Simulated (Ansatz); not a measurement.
The calculation's input:

```
crystal:
  periodic: [false, false, false]
  atoms:
    - { symbol: Al, position_ang: [0.0, 0.0, 0.0] }
    - { symbol: F, position_ang: [0.0, 0.0, 2.04] }
    - { symbol: H, position_ang: [1.351, 0.0, -0.78] }
    - { symbol: H, position_ang: [-1.351, 0.0, -0.78] }
    - { symbol: P, position_ang: [0.1078, -2.446, 0.8135] }
    - { symbol: H, position_ang: [-0.6605, -3.268, -0.0528] }
    - { symbol: H, position_ang: [1.4574, -2.8876, 0.8103] }
    - { symbol: H, position_ang: [0.0528, -1.198, 1.9406] }
basis:
  gaussian: { orbitals: "6-31G*" }
hamiltonian:
  xc: blyp
  dispersion: d4
relax:
  f_tol: 0.15
  max_steps: 25
  restrain:
    - { distance: [0, 4], at: 2.28, k: 30.0 }
    - { distance: [7, 1], at: 0.92, k: 30.0 }
    - { distance: [0, 1], at: 2.89, k: 30.0 }
    - { distance: [7, 4], at: 2.62, k: 30.0 }
output:
  orbitals: {}
```

Run with:

```sh
ansatz run input.yaml --threads 1 --pin off --max-ram 2048MiB --backend cpu --events-out ev --progress --plain --runs-dir out
```

The fields are those of the run's last geometry, not of the input's.

Not at a stationary point (largest force 0.7 eV/Å).

Method: RKS BLYP-D4/6-31G* in Ansatz.

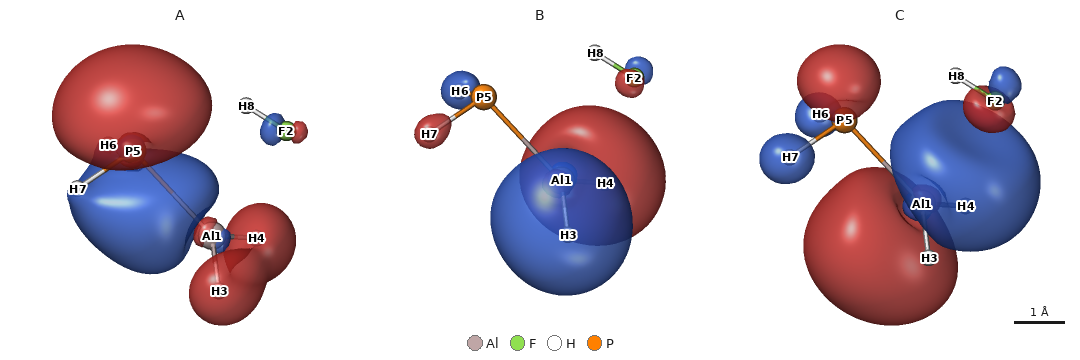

AlH$_{4}$P···HF. Three frontier orbitals at ±0.08 Å⁻³ᐟ² (red and blue are the two phases), in no order.

> Which picture is the HOMO−1, the HOMO and the LUMO?

B is the HOMO−1 (−7.13 eV). It lies mainly on Al1 (about 35 %), H3 (about 30 %) and H4 (about 30 %). A is the HOMO (−5.98 eV). By Hirshfeld shares it lies mainly on P5 (about 70 %) and Al1 (about 15 %). C is the LUMO (−1.81 eV). By Hirshfeld shares it lies mainly on Al1 (about 70 %) and P5 (about 10 %).

> What is the HOMO–LUMO gap?

4.17 eV between the orbital energies.
